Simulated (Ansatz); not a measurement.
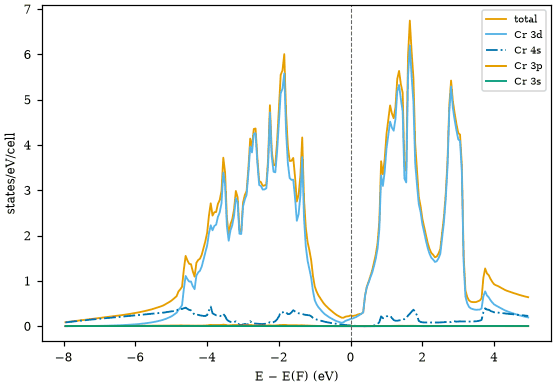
Figure: Total and projected density of states of Cr (bcc (W type), Im-3m), plane-wave PAW r²SCAN+D4 (Ansatz code)

### Question
Which orbitals carry the states next to the Fermi level?

### Answer
Within 0.5 eV of the Fermi level: Cr 3d 78 %, Cr 4s 7 %, outside the projected shells 15 %. Projections are on Löwdin-orthogonalised atomic valence shells; empty p or d shells of many metals are not among them.

### Question
Where is the tallest occupied peak in this window, and what makes it?

### Answer
Near -1.8 eV, about 6.0 states/eV per cell; the largest projected share is Cr 3d.

The cell was relaxed with r²SCAN+D4 under the symmetry of its start, as lowered by the spin order. Spin order of the final state: antiferromagnetic, chosen from 3 collinear starts compared on coarse meshes (ties went to the first, and starts can fall back to one state), not a proven ground state. Textbook magnetic order: a spin-density-wave antiferromagnet. Other orbital occupations within this spin state were not tried. The pairwise dispersion correction was not fitted to metals.

Potentials: the later of the program's two PAW sets.
